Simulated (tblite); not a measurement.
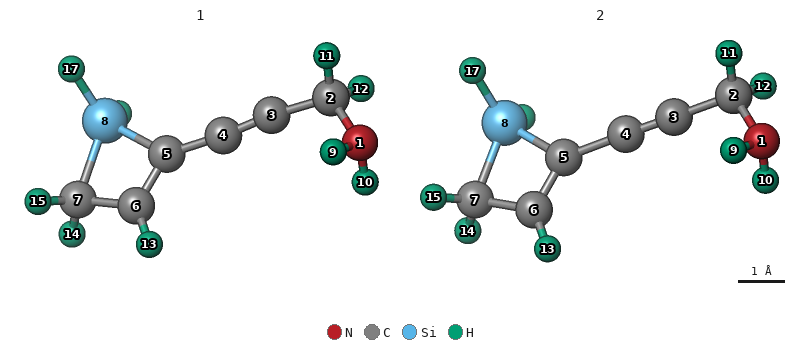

Two geometries of C$_{6}$H$_{9}$NSi, drawn at one scale. One is the start of a relaxation, the other its converged end. Style: ball-and-stick. Shown at a tilt.

The calculation used tblite 0.8.0, GFN2-xTB geometry optimisation, gas phase. 

### Which one is relaxed?

Structure 1 is the relaxed one. Over 57 geometry steps the energy falls by 12.4 kcal/mol. An H atom moves most after the best rigid fit: 0.16 Å. Largest moves by element: H 0.16 Å, C 0.10 Å, N 0.05 Å, Si 0.05 Å. Among the contacts that change: C–C 1.546 → 1.397 Å, C–C 1.548 → 1.503 Å, C–Si 1.861 → 1.904 Å, C–Si 1.888 → 1.928 Å. Among the angles between lasting bonds that change: C–C–C 179.0° → 172.9°, H–Si–H 117.1° → 111.9°, N–C–C 109.6° → 114.4°.
